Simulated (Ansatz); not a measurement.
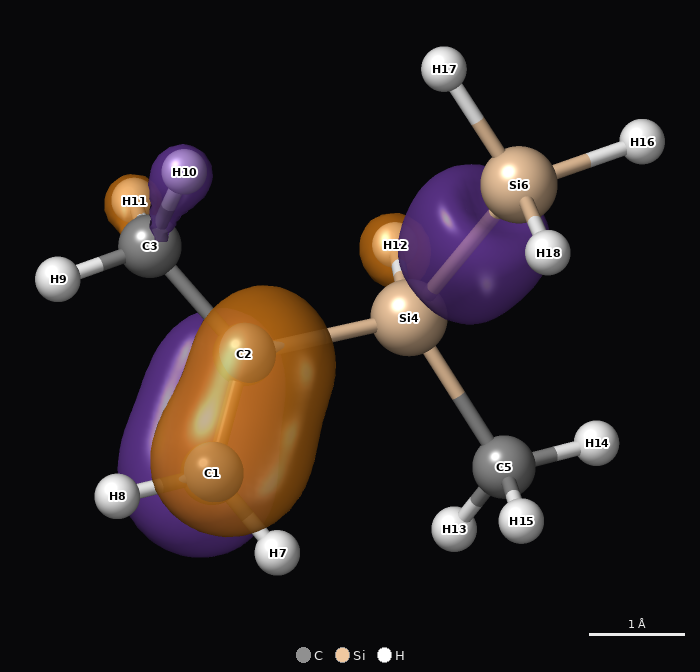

Figure 1: C₄H₁₂Si₂ (SMILES C=C(C)[SiH](C)[SiH3]). The HOMO at ±0.15 Å⁻³ᐟ² (orange and purple are the two phases), seen at a tilt.

The calculation used RKS B3LYP/6-31G* (Ansatz).

```xyz
18

C     1.0992    1.2468   -1.3876
C     0.7723    0.9151   -0.1300
C     0.9513    1.8965    1.0091
Si    0.0803   -0.8002    0.2644
C     0.1899   -1.9702   -1.2225
Si   -2.1481   -0.6486    1.0259
H     0.9860    0.5625   -2.2252
H     1.5022    2.2303   -1.6342
H     1.3642    2.8499    0.6591
H    -0.0010    2.1072    1.5142
H     1.6270    1.4952    1.7763
H     0.8867   -1.3678    1.3902
H     1.2226   -2.0553   -1.5794
H    -0.1535   -2.9734   -0.9463
H    -0.4305   -1.6238   -2.0564
H    -2.6403   -1.9721    1.5076
H    -2.2852    0.3198    2.1522
H    -3.0608   -0.2004   -0.0657
```

Q: What is the character of this orbital?

A: Its weight (Hirshfeld) is mainly on C1 (about 35 %), C2 (about 25 %), Si6 (about 10 %) and Si4 (about 10 %). Its energy is −6.83 eV.
